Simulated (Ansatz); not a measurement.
**Geometry relaxation of C2H8BNSi (part 1 of 2)**

The run: geometry relaxation of C2H8BNSi. Method and program: RKS PBE0-D4/def2-TZVP (Ansatz 0.2.0).

The geometry: PBE-D4/def2-SVP start. Figures and captions count atoms from 1; the log counts them from 0 in places.

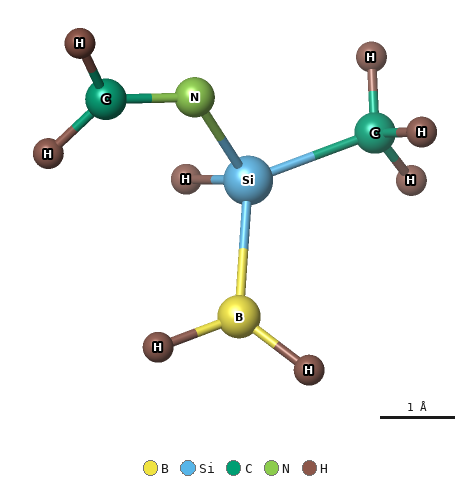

The starting structure (ball-and-stick view, seen at a tilt). Bond lengths as drawn: B–H 1.22 Å, B–Si 2.02 Å, C–H 1.11 to 1.12 Å, C–N 1.27 Å, C–Si 1.88 Å, H–Si 1.52 Å and N–Si 1.80 Å.

### The input
```yaml
crystal:
  periodic: [false, false, false]
  atoms:
    - {symbol: B, position_ang: [-1.265068, 1.154391, 0.895862]}
    - {symbol: Si, position_ang: [-0.343394, -0.332804, -0.105902]}
    - {symbol: C, position_ang: [0.018788, -1.913336, 0.848753]}
    - {symbol: N, position_ang: [1.231727, 0.318382, -0.675787]}
    - {symbol: C, position_ang: [1.385289, 1.301915, -1.469441]}
    - {symbol: H, position_ang: [-1.453581, 2.211349, 0.318113]}
    - {symbol: H, position_ang: [-1.613395, 1.092483, 2.061290]}
    - {symbol: H, position_ang: [-1.197518, -0.670909, -1.314942]}
    - {symbol: H, position_ang: [-0.921907, -2.379565, 1.207604]}
    - {symbol: H, position_ang: [0.551434, -2.647532, 0.211267]}
    - {symbol: H, position_ang: [0.654516, -1.698702, 1.731479]}
    - {symbol: H, position_ang: [2.413484, 1.619826, -1.768575]}
    - {symbol: H, position_ang: [0.559823, 1.909702, -1.924722]}
basis:
  gaussian: {orbitals: def2-TZVP}
hamiltonian: {xc: pbe0, dispersion: d4}
relax: {f_tol: 0.005, max_steps: 150}
```

Hardware: 4 threads of Arm Neoverse V2, 23 GiB of memory available, shared host.

Command:
```bash
ansatz run in.yaml --threads 4 --pin off --events-out ev --progress --plain --max-ram 10444MiB
```

### Log
```
Functional definition: PBE0
  name "PBE0"
  cite "Adamo & Barone, J. Chem. Phys. 110, 6158 (1999) doi:10.1063/1.478522"
  cite "Perdew, Burke & Ernzerhof, Phys. Rev. Lett. 77, 3865 (1996) doi:10.1103/PhysRevLett.77.3865"
  parent pbe
  parameter a = 0.25
  parameter kappa = 0.804
  parameter beta = 0.06672455060314922
  exchange = (1 - a)*pbe_x(kappa = kappa, mu = beta*pi^2/3) + a*exact_x
  correlation = pbe_c(beta = beta)
1304 factors; their error is unknown
mean field evaluation 1: about -12230.9407 eV, gradient 6.4e1 eV
mean field evaluation 2: about -12217.4586 eV, gradient 9.4e1 eV
mean field evaluation 4: about -12239.9533 eV, gradient 6.1e0 eV
mean field evaluation 8: about -12240.0453 eV, gradient 2.0e-1 eV
mean field evaluation 16: about -12240.0691 eV, gradient 2.0e-4 eV
mean field -12240.06912422 eV, -449.8142436982 hartree, gradient 4.7e-5 eV, S^2 0.000000; 0 other end points of the search recorded, 0 dependent functions left out
the calculation of the forces begins
reference -12240.06916322 eV, -449.8142451315 hartree; 23, 23 occupied and 186, 186 virtual orbitals, 1304 factors
relax step   1: F+E_penalty+E_count = -12240.29359474 eV  Δ(F+E_penalty+E_count) = +0.000e0 eV  max|allowed force component| = 6.853e-1 eV/Å  Δτ_max = 0.0000 Å  (30 SCF iters, accepted)
these checks for a lower state are left out or cut short: starts, cluster_reference, orbital_swaps, neighbouring_geometries, increment
1304 factors; their error is unknown
mean field -12240.12862810 eV, -449.8164304255 hartree, gradient 1.5e-5 eV, S^2 0.000000; 0 other end points of the search recorded, 0 dependent functions left out
[... from here on the field's lines of each further geometry are left out, up to the last ...]
relax step   2: F+E_penalty+E_count = -12240.35465504 eV  Δ(F+E_penalty+E_count) = -6.106e-2 eV  max|allowed force component| = 3.849e-1 eV/Å  Δτ_max = 0.0647 Å  (33 SCF iters, accepted)
relax step   3: F+E_penalty+E_count = -12240.35362490 eV  Δ(F+E_penalty+E_count) = +1.030e-3 eV  max|allowed force component| = 5.355e-1 eV/Å  Δτ_max = 0.0670 Å  (33 SCF iters, rejected (line search))
relax step   4: F+E_penalty+E_count = -12240.36334783 eV  Δ(F+E_penalty+E_count) = -8.693e-3 eV  max|allowed force component| = 1.351e-1 eV/Å  Δτ_max = 0.0329 Å  (33 SCF iters, accepted)
relax step   5: F+E_penalty+E_count = -12240.36826488 eV  Δ(F+E_penalty+E_count) = -4.917e-3 eV  max|allowed force component| = 4.525e-2 eV/Å  Δτ_max = 0.1000 Å  (32 SCF iters, accepted)
relax step   6: F+E_penalty+E_count = -12240.37209181 eV  Δ(F+E_penalty+E_count) = -3.827e-3 eV  max|allowed force component| = 2.839e-1 eV/Å  Δτ_max = 0.1456 Å  (32 SCF iters, accepted)
relax step   7: F+E_penalty+E_count = -12240.38885674 eV  Δ(F+E_penalty+E_count) = -1.676e-2 eV  max|allowed force component| = 1.314e-1 eV/Å  Δτ_max = 0.2000 Å  (32 SCF iters, accepted)
relax step   8: F+E_penalty+E_count = -12240.40334513 eV  Δ(F+E_penalty+E_count) = -1.449e-2 eV  max|allowed force component| = 1.485e-1 eV/Å  Δτ_max = 0.2000 Å  (31 SCF iters, accepted)
relax step   9: F+E_penalty+E_count = -12240.40769405 eV  Δ(F+E_penalty+E_count) = -4.349e-3 eV  max|allowed force component| = 6.899e-1 eV/Å  Δτ_max = 0.1904 Å  (32 SCF iters, accepted)
relax step  10: F+E_penalty+E_count = -12240.40433273 eV  Δ(F+E_penalty+E_count) = +3.361e-3 eV  max|allowed force component| = 5.759e-1 eV/Å  Δτ_max = 0.0734 Å  (32 SCF iters, rejected (line search))
relax step  11: F+E_penalty+E_count = -12240.41710878 eV  Δ(F+E_penalty+E_count) = -9.415e-3 eV  max|allowed force component| = 1.298e-1 eV/Å  Δτ_max = 0.0365 Å  (33 SCF iters, accepted)
relax step  12: F+E_penalty+E_count = -12240.42417600 eV  Δ(F+E_penalty+E_count) = -7.067e-3 eV  max|allowed force component| = 7.312e-2 eV/Å  Δτ_max = 0.1000 Å  (32 SCF iters, accepted)
relax step  13: F+E_penalty+E_count = -12240.43007868 eV  Δ(F+E_penalty+E_count) = -5.903e-3 eV  max|allowed force component| = 2.180e-1 eV/Å  Δτ_max = 0.1491 Å  (32 SCF iters, accepted)
relax step  14: F+E_penalty+E_count = -12240.43110754 eV  Δ(F+E_penalty+E_count) = -1.029e-3 eV  max|allowed force component| = 2.661e-1 eV/Å  Δτ_max = 0.0803 Å  (32 SCF iters, accepted)
relax step  15: F+E_penalty+E_count = -12240.43950751 eV  Δ(F+E_penalty+E_count) = -8.400e-3 eV  max|allowed force component| = 2.430e-1 eV/Å  Δτ_max = 0.1998 Å  (30 SCF iters, accepted)
relax step  16: F+E_penalty+E_count = -12240.38195843 eV  Δ(F+E_penalty+E_count) = +5.755e-2 eV  max|allowed force component| = 8.798e-1 eV/Å  Δτ_max = 0.2000 Å  (32 SCF iters, rejected (line search))
relax step  17: F+E_penalty+E_count = -12240.44669358 eV  Δ(F+E_penalty+E_count) = -7.186e-3 eV  max|allowed force component| = 2.239e-2 eV/Å  Δτ_max = 0.1000 Å  (32 SCF iters, accepted)
relax step  18: F+E_penalty+E_count = -12240.44802201 eV  Δ(F+E_penalty+E_count) = -1.328e-3 eV  max|allowed force component| = 6.745e-2 eV/Å  Δτ_max = 0.1000 Å  (32 SCF iters, accepted)
relax step  19: F+E_penalty+E_count = -12240.44855596 eV  Δ(F+E_penalty+E_count) = -5.340e-4 eV  max|allowed force component| = 5.791e-2 eV/Å  Δτ_max = 0.0210 Å  (32 SCF iters, accepted)
relax step  20: F+E_penalty+E_count = -12240.44875352 eV  Δ(F+E_penalty+E_count) = -1.976e-4 eV  max|allowed force component| = 3.712e-2 eV/Å  Δτ_max = 0.0359 Å  (31 SCF iters, accepted)
relax step  21: F+E_penalty+E_count = -12240.44908816 eV  Δ(F+E_penalty+E_count) = -3.346e-4 eV  max|allowed force component| = 4.239e-2 eV/Å  Δτ_max = 0.0440 Å  (32 SCF iters, accepted)
relax step  22: F+E_penalty+E_count = -12240.44928014 eV  Δ(F+E_penalty+E_count) = -1.920e-4 eV  max|allowed force component| = 2.778e-2 eV/Å  Δτ_max = 0.0067 Å  (35 SCF iters, accepted)
relax step  23: F+E_penalty+E_count = -12240.44938840 eV  Δ(F+E_penalty+E_count) = -1.083e-4 eV  max|allowed force component| = 1.954e-2 eV/Å  Δτ_max = 0.0114 Å  (34 SCF iters, accepted)
relax step  24: F+E_penalty+E_count = -12240.44948409 eV  Δ(F+E_penalty+E_count) = -9.569e-5 eV  max|allowed force component| = 1.889e-2 eV/Å  Δτ_max = 0.0231 Å  (33 SCF iters, accepted)
relax step  25: F+E_penalty+E_count = -12240.44955114 eV  Δ(F+E_penalty+E_count) = -6.705e-5 eV  max|allowed force component| = 1.996e-2 eV/Å  Δτ_max = 0.0274 Å  (33 SCF iters, accepted)
relax step  26: F+E_penalty+E_count = -12240.44957763 eV  Δ(F+E_penalty+E_count) = -2.649e-5 eV  max|allowed force component| = 8.893e-3 eV/Å  Δτ_max = 0.0118 Å  (34 SCF iters, accepted)
relax step  27: F+E_penalty+E_count = -12240.44958123 eV  Δ(F+E_penalty+E_count) = -3.606e-6 eV  max|allowed force component| = 6.711e-3 eV/Å  Δτ_max = 0.0089 Å  (34 SCF iters, accepted)
the calculation of the forces begins
reference -12240.22568441 eV, -449.8199971791 hartree; 23, 23 occupied and 186, 186 virtual orbitals, 1304 factors
relax step  28: F+E_penalty+E_count = -12240.44958728 eV  Δ(F+E_penalty+E_count) = -6.051e-6 eV  max|allowed force component| = 3.391e-3 eV/Å  Δτ_max = 0.0013 Å  (35 SCF iters, accepted)
1304 factors; their error is unknown
mean field evaluation 224: about -12240.2255 eV, gradient 3.7e-1 eV
```

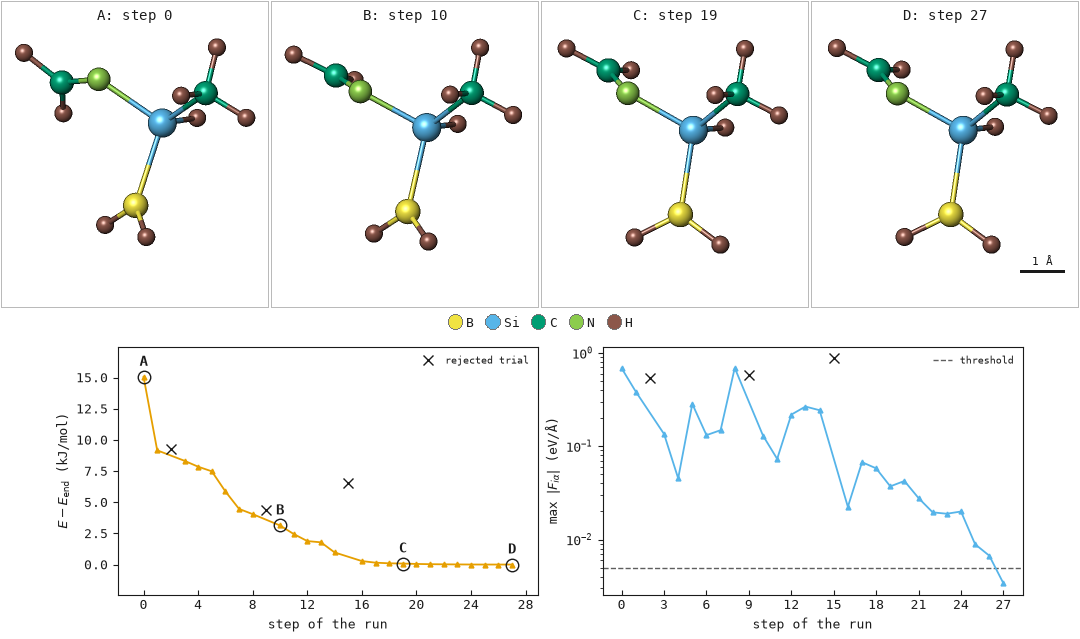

Frames of the relaxation (ball-and-stick view, seen at a tilt) above the curves, on which the letters mark them (the first geometry is step 0 here and step 1 in the log).

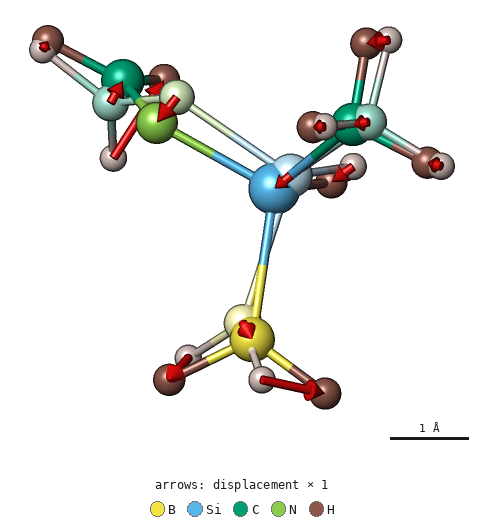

Start (faint) and end (solid) with the displacements as red arrows, at true length (ball-and-stick view, seen at a tilt). The two geometries are laid on each other by the best rigid fit. After 27 geometry steps the energy has fallen by 15.1 kJ/mol. Largest force component: 0.69 eV/Å at the start, 0.0034 eV/Å at the end. The line search rejected the trial steps at points 2, 9, 15 (counted from 0) and went back. The atom that moves furthest after the best rigid fit is H13 (1.22 Å). Largest moves by element: H 1.22 Å, N 0.42 Å, C 0.34 Å, B 0.32 Å, Si 0.27 Å. Among the contacts that change: Si2–N4 1.797 → 1.750 Å, B1–H6 1.219 → 1.196 Å, C5–H12 1.117 → 1.097 Å, N4–C5 1.273 → 1.256 Å. Among the angles that change: Si2–B1–H7 124.7° → 119.3°, Si2–B1–H6 118.3° → 123.5°, B1–Si2–C3 117.1° → 112.3°. (Atoms are counted from 1 in the order of the input.)

```
mean field -12240.22564585 eV, -449.8199957619 hartree, gradient 8.6e-6 eV, S^2 0.000000; 1 other end points of the search recorded, 0 dependent functions left out
the calculation of the forces begins
reference -12240.22568441 eV, -449.8199971791 hartree; 23, 23 occupied and 186, 186 virtual orbitals, 1304 factors
Total energy: -12240.44962585 eV, -449.8282268751 hartree
Atom 0 at    -1.413858     1.119539     1.173248 Å, force     0.001261    -0.002551     0.003391 eV/Å
Atom 1 at    -0.335281    -0.073514    -0.029556 Å, force    -0.001508    -0.000175     0.001140 eV/Å
Atom 2 at     0.095129    -1.703038     0.785424 Å, force     0.000644     0.000800    -0.001526 eV/Å
Atom 3 at     1.166641     0.693676    -0.497698 Å, force     0.000457     0.002069    -0.001256 eV/Å
Atom 4 at     1.460672     1.032483    -1.671268 Å, force     0.000081    -0.003157     0.000493 eV/Å
Atom 5 at    -1.130652     2.258991     1.398471 Å, force    -0.000518     0.000660    -0.001094 eV/Å
Atom 6 at    -2.413673     0.694130     1.678646 Å, force     0.001137     0.000900    -0.002201 eV/Å
Atom 7 at    -1.187539    -0.336250    -1.244276 Å, force     0.000393    -0.001026    -0.000365 eV/Å
Atom 8 at    -0.810787    -2.226707     1.098958 Å, force    -0.000831    -0.000545     0.000309 eV/Å
Atom 9 at     0.641461    -2.344164     0.090023 Å, force    -0.000591     0.001135     0.000340 eV/Å
Atom 10 at     0.723568    -1.542691     1.663919 Å, force    -0.000290    -0.000128     0.000422 eV/Å
Atom 11 at     2.420774     1.517107    -1.887594 Å, force    -0.000017     0.000765     0.000020 eV/Å
Atom 12 at     0.803742     0.875637    -2.543300 Å, force    -0.000219     0.001253     0.000327 eV/Å
Dipole moment:    -0.035178    -0.082437    -0.156773 e Å
```

### Trajectory as extended XYZ (Å, eV, eV/Å), 28 frames, from step=1 to step=28
```
13
Properties=species:S:1:pos:R:3:forces:R:3 step=1 energy=-12240.29359
B    -1.2651    1.1544    0.8959   -0.1231   0.3319   0.2538
Si   -0.3434   -0.3328   -0.1059    0.4248  -0.0258  -0.3909
C     0.0188   -1.9133    0.8488    0.0500  -0.1468   0.1326
N     1.2317    0.3184   -0.6758   -0.3295   0.6853  -0.5353
C     1.3853    1.3019   -1.4694   -0.0660  -0.4319   0.3379
H    -1.4536    2.2113    0.3181    0.0575  -0.4068   0.2230
H    -1.6134    1.0925    2.0613    0.1042   0.0250  -0.4690
H    -1.1975   -0.6709   -1.3149    0.1647   0.0745   0.2708
H    -0.9219   -2.3796    1.2076    0.4442   0.2260  -0.1801
H     0.5514   -2.6475    0.2113   -0.2580   0.3609   0.3008
H     0.6545   -1.6987    1.7315   -0.2958  -0.1045  -0.4218
H     2.4135    1.6198   -1.7686   -0.5673  -0.1962   0.2055
H     0.5598    1.9097   -1.9247    0.3943  -0.3916   0.2727
13
Properties=species:S:1:pos:R:3:forces:R:3 step=2 energy=-12240.35465
B    -1.2458    1.1552    0.9039   -0.1526   0.0941   0.0400
Si   -0.3370   -0.3248   -0.1152    0.3849  -0.0360  -0.0878
C     0.0211   -1.8936    0.8382   -0.0332  -0.0271   0.0112
N     1.2323    0.3134   -0.6674   -0.3061   0.0192   0.0279
C     1.3755    1.2783   -1.4626    0.0546   0.0661  -0.0002
H    -1.4458    2.1974    0.3350    0.0540  -0.0923   0.0777
H    -1.6161    1.0822    2.0460    0.0668  -0.0004  -0.1356
H    -1.1897   -0.6556   -1.3082    0.0193   0.0381   0.0711
H    -0.9107   -2.3523    1.1931    0.1282   0.0530  -0.0449
H     0.5446   -2.6209    0.2061   -0.0693   0.0941   0.0833
H     0.6527   -1.6835    1.7101   -0.0863  -0.0152  -0.1274
H     2.3894    1.6227   -1.7291   -0.1849  -0.0625   0.0148
H     0.5496    1.8466   -1.9348    0.1246  -0.1312   0.0698
13
Properties=species:S:1:pos:R:3:forces:R:3 step=3 energy=-12240.35362 accepted=F
B    -1.2591    1.1488    0.9011    0.1449   0.0320   0.0455
Si   -0.3227   -0.3198   -0.1103    0.0482   0.0420   0.0381
C     0.0202   -1.8899    0.8322   -0.0205   0.0375  -0.0398
N     1.2333    0.3360   -0.6350   -0.1443  -0.0577   0.2514
C     1.3687    1.2893   -1.4394    0.0222  -0.1834  -0.5355
H    -1.4230    2.2017    0.3545   -0.0383   0.0073  -0.0302
H    -1.6137    1.0721    2.0392   -0.0740  -0.0255   0.0314
H    -1.1764   -0.6339   -1.2990   -0.0015  -0.0144  -0.0623
H    -0.9092   -2.3504    1.1727   -0.0404  -0.0135   0.0114
H     0.5489   -2.6086    0.2049    0.0294  -0.0416  -0.0267
H     0.6391   -1.6836    1.7062    0.0350   0.0108   0.0461
H     2.3726    1.6124   -1.7406    0.0206   0.1382   0.1242
H     0.5414    1.7911   -1.9715    0.0188   0.0684   0.1465
13
Properties=species:S:1:pos:R:3:forces:R:3 step=4 energy=-12240.36335
B    -1.2513    1.1517    0.9011    0.0494   0.0130   0.0151
Si   -0.3241   -0.3215   -0.1129    0.0837  -0.0018   0.0143
C     0.0205   -1.8895    0.8342   -0.0230   0.0267  -0.0282
N     1.2314    0.3234   -0.6503   -0.1156  -0.0953   0.0594
C     1.3698    1.2695   -1.4644    0.0591   0.1351   0.0373
H    -1.4301    2.1986    0.3469   -0.0066   0.0126  -0.0101
H    -1.6156    1.0741    2.0372   -0.0344  -0.0180   0.0154
H    -1.1795   -0.6412   -1.3004   -0.0144   0.0003  -0.0266
H    -0.9085   -2.3462    1.1826   -0.0232  -0.0068   0.0067
H     0.5438   -2.6131    0.2067    0.0165  -0.0225  -0.0162
H     0.6456   -1.6816    1.7043    0.0211   0.0082   0.0263
H     2.3747    1.6246   -1.7240    0.0101  -0.0079  -0.0453
H     0.5436    1.8163   -1.9461   -0.0227  -0.0438  -0.0481
13
Properties=species:S:1:pos:R:3:forces:R:3 step=5 energy=-12240.36826
B    -1.2465    1.1535    0.9153   -0.0166   0.0111   0.0452
Si   -0.3207   -0.3138   -0.1050    0.0439   0.0073  -0.0227
C     0.0184   -1.8891    0.8303   -0.0054   0.0107  -0.0188
N     1.2292    0.3502   -0.6183   -0.0012   0.0318   0.0259
C     1.3682    1.2660   -1.4680    0.0077  -0.0176  -0.0136
H    -1.4247    2.2059    0.3715    0.0089   0.0038  -0.0164
H    -1.6224    1.0622    2.0468   -0.0216  -0.0090   0.0204
H    -1.1635   -0.6151   -1.3075   -0.0313  -0.0129  -0.0045
H    -0.9128   -2.3469    1.1717   -0.0191  -0.0080   0.0051
H     0.5442   -2.6098    0.2010    0.0084  -0.0154  -0.0109
H     0.6402   -1.6869    1.7049    0.0069   0.0055   0.0105
H     2.3692    1.6429   -1.7104    0.0116   0.0134  -0.0130
H     0.5414    1.7461   -2.0173    0.0077  -0.0207  -0.0072
13
Properties=species:S:1:pos:R:3:forces:R:3 step=6 energy=-12240.37209
B    -1.2475    1.1542    0.9399   -0.0475   0.0147   0.0752
Si   -0.3153   -0.2989   -0.0932   -0.0148   0.0085  -0.0505
C     0.0163   -1.8862    0.8226    0.0265  -0.0088  -0.0037
N     1.2290    0.3917   -0.5721    0.0649   0.2839  -0.2087
C     1.3711    1.2548   -1.4808   -0.2069  -0.1511  -0.0059
H    -1.4198    2.2143    0.4090    0.0102  -0.0023  -0.0163
H    -1.6383    1.0451    2.0654   -0.0143  -0.0040   0.0089
H    -1.1485   -0.5809   -1.3094   -0.0314  -0.0116   0.0112
H    -0.9176   -2.3466    1.1535   -0.0130  -0.0028   0.0004
H     0.5456   -2.6015    0.1894    0.0002  -0.0074  -0.0047
H     0.6331   -1.6931    1.7034   -0.0049  -0.0027  -0.0006
H     2.3658    1.6683   -1.6918   -0.0462   0.0174  -0.0144
H     0.5463    1.6441   -2.1211    0.2773  -0.1338   0.2090
13
Properties=species:S:1:pos:R:3:forces:R:3 step=7 energy=-12240.38886
B    -1.2735    1.1557    0.9895   -0.0005   0.0219  -0.0318
Si   -0.3214   -0.2674   -0.0739    0.0744   0.0711  -0.0242
C     0.0232   -1.8753    0.8042    0.0225   0.0165  -0.0239
N     1.2221    0.4599   -0.5185   -0.1314  -0.0088  -0.0087
C     1.3897    1.2222   -1.5045    0.0563   0.0030  -0.0491
H    -1.4430    2.2206    0.4647    0.0022  -0.0139   0.0197
H    -1.6834    1.0269    2.1039   -0.0263  -0.0159   0.0421
H    -1.1622   -0.5265   -1.2933    0.0077   0.0019   0.0123
H    -0.9081   -2.3510    1.1215   -0.0034   0.0046  -0.0017
H     0.5612   -2.5723    0.1580   -0.0020  -0.0027  -0.0048
H     0.6348   -1.6933    1.6905    0.0016  -0.0128   0.0131
H     2.3733    1.6736   -1.6913   -0.0290  -0.0062   0.0109
H     0.6074    1.4920   -2.2357    0.0280  -0.0587   0.0460
13
Properties=species:S:1:pos:R:3:forces:R:3 step=8 energy=-12240.40335
B    -1.3131    1.1627    1.0385    0.0012  -0.0293   0.0207
Si   -0.3282   -0.2205   -0.0505    0.0611  -0.0024   0.0303
C     0.0404   -1.8488    0.7803   -0.0336   0.0021   0.0158
N     1.2094    0.5187   -0.4715   -0.0765   0.0981  -0.1485
C     1.4160    1.1730   -1.5269    0.0563  -0.0156   0.0364
H    -1.4846    2.2397    0.5445    0.0059   0.0248   0.0072
H    -1.7581    0.9899    2.1356   -0.0084  -0.0181  -0.0077
H    -1.1724   -0.4648   -1.2714    0.0062   0.0107  -0.0096
H    -0.8874   -2.3373    1.0893    0.0087  -0.0144  -0.0001
H     0.5775   -2.5247    0.1110   -0.0120   0.0110  -0.0130
H     0.6562   -1.6927    1.6684    0.0025   0.0051   0.0121
H     2.3923    1.6435   -1.7049   -0.0296  -0.0189   0.0185
H     0.6721    1.3265   -2.3275    0.0182  -0.0531   0.0379
```
